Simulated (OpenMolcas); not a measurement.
# Ti³⁺ among point charges: CASSCF and CASPT2 levels and susceptibility

Aim: the splitting of the states of Ti³⁺ in the field of 8 point charges, its lowest levels with spin-orbit coupling and its magnetic susceptibility.

Method: state-averaged CASSCF and CASPT2, spin-orbit coupling by RASSI with atomic mean-field integrals. Code: OpenMolcas 26.06.

### Step 1. The atom as given

* Species: Ti³⁺ (titanium, Z = 22, 19 electrons)
* Basis: ANO-RCC-VDZP [5s4p2d1f], 34 functions
* Scalar Hamiltonian: DKH2, point nucleus
* Inactive shells: 1s 2s 2p 3s 3p
* Active space: 1 electron in 5 orbitals (3d)
* Some configurations of this space: 3d
* Orbitals: optimised for each spin and parity, averaged over all roots

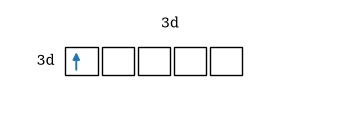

Outer shells as boxes.

The ion sits among 8 point charges of -1.6 e arranged as a cube (Oh), 1.75 Å from the ion.

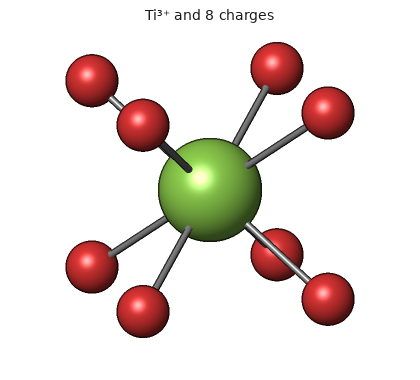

The ion and the point charges (red).

The work runs as a chain of OpenMolcas steps in one folder; each step below is one input file. Labels, J, g values, rates, χT and fits are worked out afterwards by a script from the matrices that RASSI stores. The input lists half of the charges; inversion (Group=XYZ) makes the rest.

### Step 2. GATEWAY and SEWARD: basis and integrals

a.inp reads:

```
&GATEWAY
Coord
1

Ti 0.0 0.0 0.0
Basis=ANO-RCC-VDZP
Group=XYZ
NoMove
AngMom=0.0 0.0 0.0
AMFI
XField
4 Angstrom 0
1.010363 1.010363 1.010363 -1.600000
1.010363 1.010363 -1.010363 -1.600000
1.010363 -1.010363 1.010363 -1.600000
1.010363 -1.010363 -1.010363 -1.600000
&SEWARD
```

Command:

```console
$ OMP_NUM_THREADS=1 MOLCAS_MEM=1689 MOLCAS_PROJECT=a pymolcas a.inp > a.log
```

Standard output:

```text
Basis set label: TI.ANO-RCC...5S4P2D1F.

      Electronic valence basis set:
      ------------------
      Associated Effective Charge  22.000000 au
      Associated Actual Charge     22.000000 au
      Nuclear Model: Point charge

      Shell  nPrim  nBasis  Cartesian Spherical Contaminant
         s      21       5        X
         p      15       4        X
         d      10       2                 X
         f       6       1                 X
                  Relativistic Douglas-Kroll-Hess integrals:
                    - DKH order of Hamiltonian: 2
                    - DKH order of Properties : 0
                  Atomic mean-field integrals
```

### Step 3. Reference wave functions, doublets of even parity, 5 roots

a.inp reads:

```
&RASSCF
FileOrb=start.orb
Symmetry=1
Spin=2
nActEl=1 0 0
Inactive=3 6
Ras2=5 0
CIRoot=5 5 1
SDav=5
CIMx=300
Iter=120 100
PrWF=0.3
OrbListing=Nothing
MaxOrb=0
>>> COPY $Project.JobIph JOB001
```

Command:

```console
$ OMP_NUM_THREADS=1 MOLCAS_MEM=1689 MOLCAS_PROJECT=a pymolcas a.inp > a.log
```

start.orb holds the contracted functions of the basis, ordered by shell, or the orbitals of the step before.

Standard output (excerpt; [...] marks lines left out):

```text
[...]
      Number of active orbitals                  5
[...]
      Spin quantum number                      0.5
[...]
      Active orbitals                            5   0
[...]
      Number of CSFs                             5
      Number of root(s) required                 5
[...]
      Convergence after 11 iterations
[...]
      Natural orbitals and occupation numbers for root  1
      sym 1:   0.000000   0.000000   1.000000  -0.000000   0.000000
      Natural orbitals and occupation numbers for root  2
      sym 1:   0.000000   0.000000   0.000000   0.000000   1.000000
      Natural orbitals and occupation numbers for root  3
      sym 1:   0.000000   1.000000  -0.000000   0.000000   0.000000
::    RASSCF root number  1 Total energy:   -862.73380028
::    RASSCF root number  2 Total energy:   -862.73380028
::    RASSCF root number  3 Total energy:   -862.67897927
::    RASSCF root number  4 Total energy:   -862.67897927
::    RASSCF root number  5 Total energy:   -862.67897927
```

### Step 4. State interaction with spin-orbit coupling

a.inp reads:

```
&RASSI
NrOfJobIphs=1 5
1 2 3 4 5
IphNames
JOB001
EJob
SpinOrbit
DIPRint=1.0
SOCoupling=1000.0
Subsets=2
Property=9
'ANGMOM' 1 'ANGMOM' 2 'ANGMOM' 3 'MLTPL  1' 1 'MLTPL  1' 2 'MLTPL  1' 3
'AMFI' 1 'AMFI' 2 'AMFI' 3
SOProperty=3
'ANGMOM' 1 'ANGMOM' 2 'ANGMOM' 3
```

Standard output (excerpt; [...] marks lines left out):

```text
SPIN-FREE ENERGIES:
  (Shifted by EMIN (a.u.) =       -862.7338002844)
 SF State       Relative EMIN(au)   Rel lowest level(eV)    D:o, cm**(-1)      L_eff
     1             0.0000000000        0.0000000000              0.0000         2.0
     2             0.0000000000        0.0000000000              0.0000         2.0
     3             0.0548210135        1.4917557726          12031.8217         2.0
     4             0.0548210135        1.4917557726          12031.8217         2.0
     5             0.0548210135        1.4917557726          12031.8217         2.0
     Dipole printing threshold changed to   1.00000000E+00
Eigenvalues of complex Hamiltonian:
   -----------------------------------
  (Shifted by EMIN (a.u.) =       -862.7338002844)
 SO State       Relative EMIN(au)   Rel lowest level(eV)    D:o, cm**(-1)     J-value
     1            -0.0000107425        0.0000000000              0.0000         1.2
     2            -0.0000107425        0.0000000000              0.0000         1.2
     3            -0.0000107425        0.0000000000              0.0000         2.0
     4            -0.0000107425        0.0000000000              0.0000         2.0
     5             0.0544836605        1.4828682466          11960.1390         1.1
     6             0.0544836605        1.4828682466          11960.1390         1.1
     7             0.0544836605        1.4828682466          11960.1390         1.9
     8             0.0544836605        1.4828682466          11960.1390         1.9
     9             0.0555172044        1.5109924095          12186.9757         2.0
    10             0.0555172044        1.5109924095          12186.9757         2.0
Weights of the five most important spin-orbit-free states for each spin-orbit state.
[...]
```

These steps took 1.7 s in all on 1 thread of Arm Neoverse V1, shared host.

Spin-free states, with their symmetry labels:

```tsv
state	degeneracy	E (cm-1)	free-ion L (%)
2E	2	0	D (100)
2T2	3	12032	D (100)
```

With spin-orbit coupling:

```
E (cm-1)  Degeneracy  Label  2S+1               g
     0.0           4     Γ8     2                
   11960           4     Γ8     2                
   12187           2     Γ7     2  2.00 2.00 2.00
```

Principal g values are given for doublets only; a zero marks a field direction without first-order Zeeman splitting.

Powder χT (cm³ K/mol): 0.36 at 2 K, 0.36 at 5 K, 0.36 at 10 K, 0.36 at 20 K, 0.36 at 50 K, 0.37 at 100 K, 0.37 at 150 K, 0.38 at 200 K, 0.38 at 250 K, 0.38 at 300 K.

A ligand-field fit to the states below 45000 cm-1 gives 10Dq = -12032 cm-1, the gap between the two states.

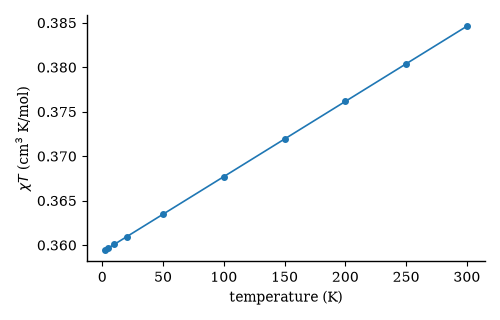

χT against temperature.

### Step 5. CASPT2: IPEA 0.25, imaginary shift 0.1 (closed shells correlated: 3s 3p)

a.inp reads:

```
>>> COPY JOB001 $Project.JobIph
&CASPT2
Multistate=5 1 2 3 4 5
NoMult
Frozen=2 3
IPEA=0.25
Imaginary=0.1
MaxIter=60
WThr=0.0 0.3 0.05
PrWF=0.5
NoMix
```

Standard output:

```text
Orbital specifications:
      -----------------------

      Symmetry species                           1   2
                                                ag  au
      Frozen orbitals                            2   3
      Inactive orbitals                          1   3
      Active orbitals                            5   0
      Secondary orbitals                         7  13
      Deleted orbitals                           0   0
      Number of basis functions                 15  19
Type of calculation                        SS-CASPT2
      Fock operator                              state-specific
      IPEA shift                                 0.25
      Real shift                                 0.00
      Imaginary shift                            0.10
      The input orbitals will be transformed to quasi-canonical
Reference energy:        -862.7338002844
      E2 (Non-variational):      -0.2127890631
      Shift correction:          -0.0000902886
      E2 (Variational):          -0.2128793517
      Total energy:            -862.9466796361
      Residual norm:              0.0000000491
      Reference weight:           0.95958
      Contributions to the CASPT2 correlation energy
      Active & Virtual Only:         -0.0000000002
      One Inactive Excited:          -0.0406154896
      Two Inactive Excited:          -0.1721735733
Reference energy:        -862.7338002844
      E2 (Non-variational):      -0.2127660705
      Shift correction:          -0.0000902315
      E2 (Variational):          -0.2128563020
      Total energy:            -862.9466565864
      Residual norm:              0.0000000468
      Reference weight:           0.95960
      Contributions to the CASPT2 correlation energy
      Active & Virtual Only:         -0.0000000002
      One Inactive Excited:          -0.0405916415
      Two Inactive Excited:          -0.1721744288
::    CASPT2 Root  1     Total energy:   -862.94667964
::    CASPT2 Root  2     Total energy:   -862.94665659
::    CASPT2 Root  3     Total energy:   -862.88914725
::    CASPT2 Root  4     Total energy:   -862.88914725
::    CASPT2 Root  5     Total energy:   -862.88914802
```

This run: 0.57 s of run time, 1 thread of Arm Neoverse V1, shared host.

SS-CASPT2: lowest energy less the reference's lowest, -0.2129 hartree; reference weights 0.960.

States without spin-orbit coupling:

```tsv
state	degeneracy	E (cm-1)	free-ion L (%)
2E	2	0	D (100)
2T2	3	12624	D (100)
```

With spin-orbit coupling:

```json
{"E (cm-1)": "0", "Degeneracy": "4", "Label": "Γ8", "2S+1": "2", "g": ""}
{"E (cm-1)": "12550", "Degeneracy": "4", "Label": "Γ8", "2S+1": "2", "g": ""}
{"E (cm-1)": "12780", "Degeneracy": "2", "Label": "Γ7", "2S+1": "2", "g": "2.00 2.00 2.00"}
```

Powder χT (cm³ K/mol): 0.36 at 2 K, 0.36 at 5 K, 0.36 at 10 K, 0.36 at 20 K, 0.36 at 50 K, 0.37 at 100 K, 0.37 at 150 K, 0.38 at 200 K, 0.38 at 250 K, 0.38 at 300 K.

A ligand-field fit to the states below 45000 cm-1 gives 10Dq = -12624 cm-1, the gap between the two states.

### Step 6. The methods side by side

A. CASSCF
B. SS-CASPT2, IPEA 0.25, imaginary shift 0.1 (closed shells correlated: 3s 3p)

```tsv
method	ground state	first state of that spin (cm-1)	first gap with spin-orbit (cm-1)	χT at 300 K
A	2E	2T2 12030	11960.1	0.38
B	2E	2T2 12620	12552.4	0.38
```

### Step 7. What came out

```
                                            quantity                                                                        value
                                              method  SS-CASPT2, IPEA 0.25, imaginary shift 0.1 (closed shells correlated: 3s 3p)
                              spin-free ground state                                               2E, 2-fold in its orbital part
first state of the same spin within the active space                                                            2T2 at 12600 cm⁻¹
                                        lowest level                                                                    4-fold Γ8
                                          next level                                                                 12552.4 cm⁻¹
                                         χT at 300 K                                                               0.38 cm³ K/mol
                           effective moment at 300 K                                                                      1.75 μB
```

Cost by method:

```tsv
method	time of its own steps	time with the reference
A. CASSCF	1.7 s	1.7 s
B. SS-CASPT2, IPEA 0.25, imaginary shift 0.1, +3s 3p	0.57 s	2.3 s
```

Times are of one thread on a shared host.

**Reading.** The spin-free ground state (2E) comes to 100 % from free-ion D terms and keeps the highest spin of the shell. χT at 300 K is 0.38, against 0.38 cm³ K/mol for the spin alone; near agreement at one temperature doesn't show that the orbital moment is quenched. A ligand-field fit to the states below 45000 cm-1 gives 10Dq = -12624 cm-1, the gap between the two states. An orbital doublet at a regular site is open to a Jahn-Teller distortion, which this geometry leaves out. The field of point charges can differ much from that of real complexes. Point charges carry no covalency, so the field is a model and not that of real ligands.
